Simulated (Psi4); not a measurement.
**doublet [MoH2O4]+ at 4 levels**

Wanted: a comparison of 4 runs (U-wB97X/def2-SVP, UB2PLYP/def2-SVP, UB3LYP/def2-SVP, UPBE0/def2-SVP) of doublet [MoH2O4]+. 

Program for the calculation: Psi4 1.11.

## Step 1: The system as given

The species is [MoH2O4]+ (7 atoms), meant as a doublet with charge +1. SMILES of the parent species: `[O]=[Mo](=[O])([OH])[OH]`. Geometry: relaxed at PBE0-D4/def2-TZVP. This is one conformer, not always the lowest. That shape belongs to the parent species and isn't relaxed for this state.

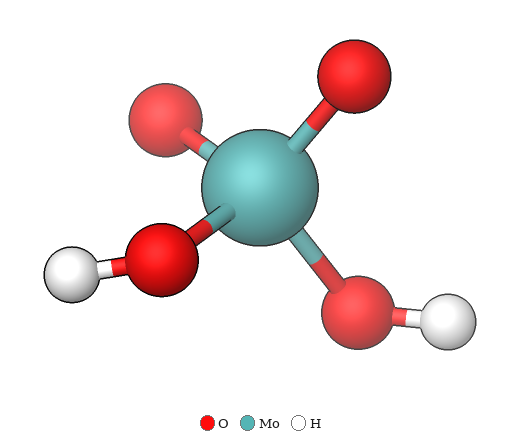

Viewed from a chosen angle; oxygen red, molybdenum teal, hydrogen white.

## Step 2: Energy and forces at U-wB97X/def2-SVP (core potential) (run 1)

run_ase.py reads:

```python
import numpy as np
from ase.calculators.psi4 import Psi4
from ase import Atoms

mol = Atoms(['O', 'Mo', 'O', 'O', 'O', 'H', 'H'], positions=[
    [0.052590, -1.899690, -0.237080],
    [0.095070, -0.287340, 0.216430],
    [0.633380, -0.173900, 1.799000],
    [-1.628350, 0.423020, 0.074620],
    [1.271080, 0.657000, -0.888140],
    [-2.030050, 0.970480, 0.754330],
    [1.606280, 0.310450, -1.719170],
])
calc = Psi4(atoms=mol, method='wb97x', basis='def2-SVP', memory='2200MB', num_threads=1, charge=1, multiplicity=2, label='calc', reference='uks')
calc.psi4.set_options({'puream': True, 'e_convergence': 1e-09, 'd_convergence': 1e-08, 'scf_type': 'pk', 'dft_radial_points': 99, 'dft_spherical_points': 590, 'maxiter': 100})
mol.calc = calc

forces = mol.get_forces()
print(f'energy: {mol.get_potential_energy():.6f} eV')
print('forces / eV A^-1')
print(np.round(forces, 5))
```

Command:

```sh
$ python run_ase.py
```

calc.dat:

```text
[...]
    !!!  WARNING: ECP capability is in beta. Please check occupations closely.  !!!
[...]
  Running in c1 symmetry.
[...]
  Nuclear repulsion =  226.529775144928550
[...]
  Multiplicity = 2
[...]
  Nalpha       = 24
  Nbeta        = 23
[...]
    Number of basis functions: 97
[...]
   @UKS iter   1:  -368.81830709232446   -2.87241e-01   1.40619e-02 DIIS/ADIIS
[...]
   @UKS iter  28:  -369.70053168024987   -1.21645e-11   8.16946e-09 DIIS
[...]
   @S^2 Observed:                8.248758097E-01
[...]
  @UKS Final Energy:  -369.70053168024987
   => Energetics <=
    Nuclear Repulsion Energy =            226.5297751449285499
    One-Electron Energy =                -969.1493586411203296
    Two-Electron Energy =                 402.6934414676645133
    DFT Exchange-Correlation Energy =     -29.7743896517225686
    Empirical Dispersion Energy =           0.0000000000000000
    VV10 Nonlocal Energy =                  0.0000000000000000
    Total Energy =                       -369.7005316802498669
[...]
 Multipole Moments:
 ------------------------------------------------------------------------------------
     Multipole            Electronic (a.u.)      Nuclear  (a.u.)        Total (a.u.)
 ------------------------------------------------------------------------------------
 L = 1.  Multiply by 2.5417464519 to convert [e a0] to [Debye]
 Dipole X            :          1.0523067           -1.1409003           -0.0885936
 Dipole Y            :         -3.1799139            3.4477678            0.2678539
 Dipole Z            :          2.3950434           -2.5967996           -0.2017562
 Magnitude           :                                                    0.3468431
[...]
  -Total Gradient:
     Atom            X                  Y                   Z
    ------   -----------------  -----------------  -----------------
       1       -0.000716386418     0.034545297709     0.001837015209
       2        0.024292963596    -0.073418986356     0.055301302365
       3       -0.012462903109     0.005290684591    -0.031842953416
       4       -0.043495956441     0.022129324995     0.000541351899
       5        0.029246409493     0.020937024431    -0.032988076412
       6        0.012032645032    -0.008874216754    -0.006733189239
       7       -0.008963448999    -0.000406591990     0.013732372818
[...]
```

On the terminal:

```text
energy: -10060.063881 eV
forces / eV A^-1
[[ 0.03684 -1.77639 -0.09446]
 [-1.24919  3.77536 -2.84371]
 [ 0.64087 -0.27206  1.63743]
 [ 2.23665 -1.13794 -0.02784]
 [-1.50391 -1.07663  1.69632]
 [-0.61874  0.45633  0.34623]
 [ 0.46092  0.02091 -0.70615]]
```

Wall time 41 s (1 thread of Intel Xeon 6975P-C (Granite Rapids), shared host); peak memory 1.3 GiB.

## Step 3: A single-point energy at UB2PLYP/def2-SVP (core potential, density fitting for correlation) (run 2)

h2moo4.json reads:

```json
{
 "schema_name": "qcschema_input",
 "schema_version": 1,
 "molecule": {
  "schema_name": "qcschema_molecule",
  "schema_version": 2,
  "symbols": ["O", "Mo", "O", "O", "O", "H", "H"],
  "geometry": [0.0993807, -3.58989382, -0.44801627, 0.17965626, -0.5429939, 0.40899343, 1.19691473, -0.32862337, 3.3996173, -3.07713554, 0.79939195, 0.14101136, 2.40199308, 1.24155006, -1.67834136, -3.83623852, 1.83394141, 1.42547711, 3.03542928, 0.58666548, -3.24876046],
  "molecular_charge": 1,
  "molecular_multiplicity": 2,
  "fix_symmetry": "c1"
 },
 "driver": "energy",
 "model": {
  "method": "b2plyp",
  "basis": "def2-SVP"
 },
 "keywords": {
  "reference": "uks",
  "puream": true,
  "e_convergence": 1e-09,
  "d_convergence": 1e-08,
  "scf_type": "pk",
  "dft_radial_points": 99,
  "dft_spherical_points": 590,
  "num_frozen_docc": 4,
  "maxiter": 100
 }
}
```

Command:

```sh
$ psi4 --qcschema h2moo4.json -n 1 --memory 2200MB
```

stdout:

```text
[...]
    !!!  WARNING: ECP capability is in beta. Please check occupations closely.  !!!
[...]
  Running in c1 symmetry.
[...]
  Nuclear repulsion =  226.529775216206133
[...]
  Multiplicity = 2
[...]
  Nalpha       = 24
  Nbeta        = 23
[...]
    Number of basis functions: 97
[...]
   @UKS iter   1:  -368.21255804727872   -1.29317e-01   1.33950e-02 ADIIS/DIIS
[...]
   @UKS iter  31:  -369.02678509249984   -9.83391e-12   7.93326e-09 DIIS
[...]
   @S^2 Observed:                9.076658125E-01
[...]
    Orbital Energies [Eh]
    ---------------------
    Alpha Occupied:
       1A    -20.102437     2A    -20.102434     3A    -20.002474
       4A    -20.002465     5A     -3.191182     6A     -2.144319
       7A     -2.122194     8A     -2.115377     9A     -1.399721
      10A     -1.383394    11A     -1.357469    12A     -1.353288
      13A     -0.870708    14A     -0.856263    15A     -0.834766
      16A     -0.812724    17A     -0.784699    18A     -0.773427
      19A     -0.771320    20A     -0.747069    21A     -0.692041
      22A     -0.673437    23A     -0.664773    24A     -0.640544
    Alpha Virtual:
      25A     -0.298531    26A     -0.287220    27A     -0.237722
[...]
  @UKS Final Energy:  -369.02678509249984
   => Energetics <=
    Nuclear Repulsion Energy =            226.5297752162061329
    One-Electron Energy =                -968.8481181151985311
    Two-Electron Energy =                 393.6699656152259763
    DFT Exchange-Correlation Energy =     -20.3784078087334812
    Empirical Dispersion Energy =           0.0000000000000000
    VV10 Nonlocal Energy =                  0.0000000000000000
    Total Energy =                       -369.0267850924998356
[...]
 Multipole Moments:
 ------------------------------------------------------------------------------------
     Multipole            Electronic (a.u.)      Nuclear  (a.u.)        Total (a.u.)
 ------------------------------------------------------------------------------------
 L = 1.  Multiply by 2.5417464519 to convert [e a0] to [Debye]
 Dipole X            :          1.0595194           -1.1409003           -0.0813809
 Dipole Y            :         -3.2017185            3.4477678            0.2460492
 Dipole Z            :          2.4114659           -2.5967997           -0.1853338
 Magnitude           :                                                    0.3186090
[...]
```

The result, in JSON:

```text
{
 "driver": "energy",
 "model": {
  "method": "b2plyp",
  "basis": "def2-SVP"
 },
 "success": true,
 "return_result": -369.4256798208576,
 "properties": {
  "calcinfo_nbasis": 97,
  "calcinfo_nmo": 97,
  "calcinfo_nalpha": 24,
  "calcinfo_nbeta": 23,
  "calcinfo_natom": 7,
  "nuclear_repulsion_energy": 226.52977521620613,
  "return_energy": -369.4256798208576,
  "scf_one_electron_energy": -968.8481181151985,
  "scf_two_electron_energy": 393.669965615226,
  "scf_xc_energy": -20.37840780873348,
  "scf_dipole_moment": [-0.08138085316056065, 0.2460492236408287, -0.18533382837004675],
  "scf_total_energy": -369.02678509249984,
  "scf_iterations": 31
 }
}
```

It took 30 s on 1 thread of Intel Xeon 6975P-C (Granite Rapids), shared host; peak memory 1.2 GiB.

Run 3 isn't shown in full; the table further down has it.

## Step 4: A single-point energy at UPBE0/def2-SVP (core potential) (run 4)

calc.py reads:

```python
import psi4

psi4.set_memory('2200 MB')
psi4.set_num_threads(1)
psi4.set_output_file('output.dat', False)

mol = psi4.geometry("""
1 2
O      0.09938070    -3.58989382    -0.44801627
Mo     0.17965626    -0.54299390     0.40899343
O      1.19691473    -0.32862337     3.39961730
O     -3.07713554     0.79939195     0.14101136
O      2.40199308     1.24155006    -1.67834136
H     -3.83623852     1.83394141     1.42547711
H      3.03542928     0.58666548    -3.24876046
units bohr
symmetry c1
""")

psi4.set_options({
    'basis': 'def2-SVP',
    'reference': 'uks',
    'puream': True,
    'e_convergence': 1e-09,
    'd_convergence': 1e-08,
    'scf_type': 'pk',
    'dft_radial_points': 99,
    'dft_spherical_points': 590,
    'maxiter': 100,
})

result, w = psi4.energy('pbe0', return_wfn=True)
psi4.oeprop(w, 'LOWDIN_CHARGES', 'MULLIKEN_CHARGES', 'MAYER_INDICES', title='PBE0')
print(f'total energy {result:.8f} hartree = {result * 27.211386:.5f} eV')
```

Command:

```sh
$ python calc.py
```

output.dat:

```text
[...]
    !!!  WARNING: ECP capability is in beta. Please check occupations closely.  !!!
[...]
  Running in c1 symmetry.
[...]
  Nuclear repulsion =  226.529775216206133
[...]
  Multiplicity = 2
[...]
  Nalpha       = 24
  Nbeta        = 23
[...]
    Number of basis functions: 97
[...]
   @UKS iter   1:  -368.56604346415253    2.06041e-01   1.44761e-02 DIIS/ADIIS
[...]
   @UKS iter  26:  -369.47416796081819   -2.67164e-12   3.89947e-09 DIIS
[...]
   @S^2 Observed:                8.097510688E-01
[...]
  @UKS Final Energy:  -369.47416796081819
   => Energetics <=
    Nuclear Repulsion Energy =            226.5297752162061329
    One-Electron Energy =                -969.3068048177178753
    Two-Electron Energy =                 405.3800138834041036
    DFT Exchange-Correlation Energy =     -32.0771522427105893
    Empirical Dispersion Energy =           0.0000000000000000
    VV10 Nonlocal Energy =                  0.0000000000000000
    Total Energy =                       -369.4741679608181926
[...]
 Multipole Moments:
 ------------------------------------------------------------------------------------
     Multipole            Electronic (a.u.)      Nuclear  (a.u.)        Total (a.u.)
 ------------------------------------------------------------------------------------
 L = 1.  Multiply by 2.5417464519 to convert [e a0] to [Debye]
 Dipole X            :          1.0378168           -1.1409003           -0.1030835
 Dipole Y            :         -3.1361237            3.4477678            0.3116441
 Dipole Z            :          2.3620564           -2.5967997           -0.2347432
 Magnitude           :                                                    0.4035501
[...]
  Mulliken Charges: (a.u.)
   Center  Symbol    Alpha    Beta     Spin     Total
       1     O     4.39478  3.72911  0.66567 -0.12389
       2    MO     6.14469  6.45301 -0.30832  1.40230
       3     O     4.39480  3.72910  0.66570 -0.12389
       4     O     4.17595  4.18693 -0.01098 -0.36288
       5     O     4.17595  4.18693 -0.01098 -0.36288
       6     H     0.35692  0.35746 -0.00054  0.28562
       7     H     0.35692  0.35746 -0.00054  0.28562
   Total alpha = 24.00000, Total beta = 23.00000, Total charge =  1.00000
  Lowdin Charges: (a.u.)
[...]
```

The script printed:

```text
total energy -369.47416796 hartree = -10053.90420 eV
```

Wall time 29 s (1 thread of Intel Xeon 6975P-C (Granite Rapids), shared host); peak memory 1.2 GiB.

## Step 5: Overview of the runs

```
run                                                               level      task  frozen core orbitals  energy (Eh)  HOMO energy (eV)  LUMO energy (eV)   ⟨S²⟩  wall time
  1                                   U-wB97X/def2-SVP (core potential)  gradient                     0  -369.700532            -18.30            -11.34  0.825       41 s
  2  UB2PLYP/def2-SVP (core potential, density fitting for correlation)    energy                     4  -369.425680            -17.43            -11.26  0.908       30 s
  3                                    UB3LYP/def2-SVP (core potential)    energy                     0  -369.831624            -15.63            -13.71  0.795       29 s
  4                                     UPBE0/def2-SVP (core potential)    energy                     0  -369.474168            -15.93            -13.40  0.810       29 s
```

## Step 6: What came out

| quantity | value |
| --- | --- |
| run 4: total energy | -369.47417 Eh |
| run 4: HOMO energy (highest over α and β) | -15.93 eV |
| run 4: LUMO energy (lowest over α and β) | -13.40 eV |
| run 4: ⟨S²⟩ | 0.810 |

In words: Totals of different functionals can't be ranked against each other. Spin contamination of the reference: run 2 ⟨S²⟩ = 0.91. All runs together took 2.1 min, the longest 41 s.
